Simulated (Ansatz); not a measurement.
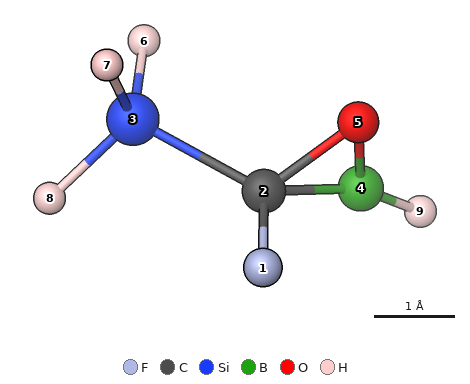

**Figure 1.** The input geometry (ball-and-stick view, seen at a tilt; atoms are numbered from 1 in the order of the input).

## Single-point calculation, with input and output: CH$_{4}$BFOSi

- system: CH$_{4}$BFOSi, SMILES FC1([SiH3])BO1
- method: RKS PBE0-D4/def2-TZVPP (Ansatz 0.2.0)

The geometry comes from this level: PBE0-D4/def2-TZVP.

What the program printed
```
Functional definition: PBE0
  name "PBE0"
  cite "Adamo & Barone, J. Chem. Phys. 110, 6158 (1999) doi:10.1063/1.478522"
  cite "Perdew, Burke & Ernzerhof, Phys. Rev. Lett. 77, 3865 (1996) doi:10.1103/PhysRevLett.77.3865"
  parent pbe
  parameter a = 0.25
  parameter kappa = 0.804
  parameter beta = 0.06672455060314922
  exchange = (1 - a)*pbe_x(kappa = kappa, mu = beta*pi^2/3) + a*exact_x
  correlation = pbe_c(beta = beta)
1183 factors; their error is unknown
mean field evaluation 1: about -14408.3879 eV, gradient 4.3e1 eV
mean field evaluation 2: about -14403.2205 eV, gradient 6.8e1 eV
mean field evaluation 4: about -14411.6268 eV, gradient 3.5e0 eV
mean field evaluation 8: about -14411.6480 eV, gradient 9.5e-2 eV
mean field evaluation 16: about -14411.6767 eV, gradient 7.4e-5 eV
mean field -14411.67665951 eV, -529.6193486517 hartree, gradient 7.4e-5 eV, S^2 0.000000; 0 other end points of the search recorded, 0 dependent functions left out
reference -14411.67669378 eV, -529.6193499110 hartree; 23, 23 occupied and 199, 199 virtual orbitals, 1183 factors
Total energy: -14411.82195649 eV, -529.6246882171 hartree
```

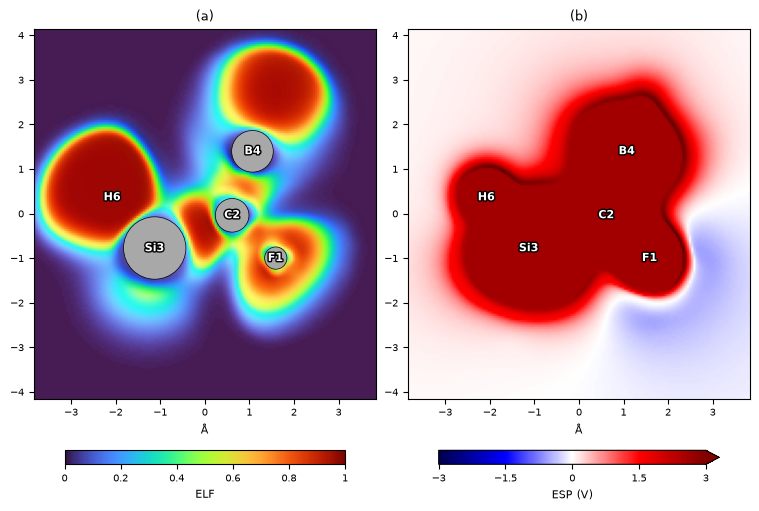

**Figure 2.** (a) electron localisation function; (b) electrostatic potential on the plane of atoms C2, Si3 and H6. Grey discs, where drawn, cover atomic cores. Atoms in the plane: F, C, Si, B and H. Si–H (1.48 Å): the ELF climbs to about 1 towards the hydrogen, as it does in any bond to H.

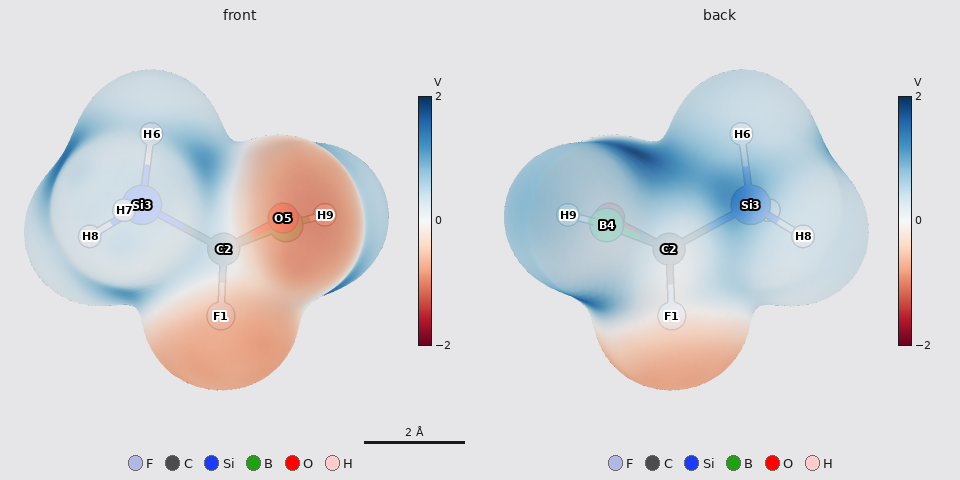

**Figure 3.** The electrostatic potential painted on the density surface at 0.002 e/bohr³, seen at a tilt and from behind; red is negative and blue positive.

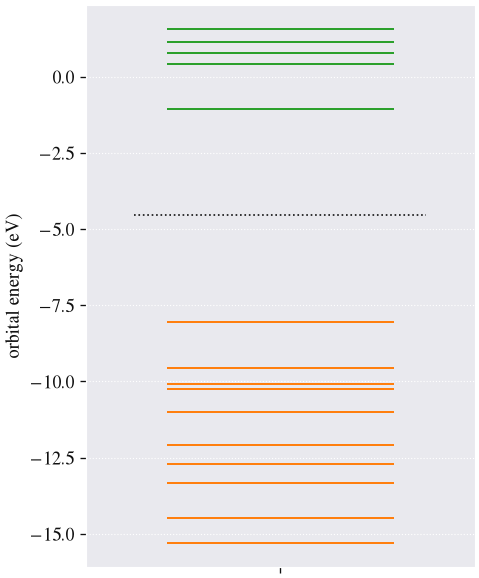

**Figure 4.** Orbital energies near the frontier; the dotted line parts filled from empty levels, and levels within 0.02 eV of each other stand side by side. Highest filled −8.05 eV, lowest empty −1.05 eV, 7.00 eV apart.

This output came from the following input.

Input
```yaml
crystal:
  periodic: [false, false, false]
  atoms:
    - {symbol: F, position_ang: [-1.108377, -0.710604, -1.372594]}
    - {symbol: C, position_ang: [-0.528332, -0.011095, -0.346454]}
    - {symbol: Si, position_ang: [1.167500, -0.687249, 0.125297]}
    - {symbol: B, position_ang: [-1.400993, 1.015177, 0.351821]}
    - {symbol: O, position_ang: [-0.582766, 1.439423, -0.611175]}
    - {symbol: H, position_ang: [1.669014, 0.135459, 1.253733]}
    - {symbol: H, position_ang: [2.092003, -0.602382, -1.032344]}
    - {symbol: H, position_ang: [1.005624, -2.098614, 0.550668]}
    - {symbol: H, position_ang: [-2.225076, 1.473483, 1.063947]}
basis:
  gaussian: {orbitals: def2-TZVPP}
hamiltonian: {xc: pbe0, dispersion: d4}
output: {orbitals: {seedname: orbitals}}
```

Launch command:
```bash
ansatz run in.yaml --threads 2 --pin off --events-out ev --progress --plain --max-ram 4352MiB
```

Results in brief

| quantity | value |
| --- | --- |
| outcome | converged |
| total energy | −14411.8220 eV |
| mean-field energy | −14411.6767 eV |
| dispersion energy | −0.1453 eV |
| SCF solution under orbital rotations | stable |
| HOMO | −8.05 eV |
| LUMO | −1.05 eV |
| hardware | 2 threads of Arm Neoverse V2, 23 GiB of memory available, shared host |
| wall time | 3.7 s (CPU time 7.2 s) |
| peak memory | 0.45 GiB |
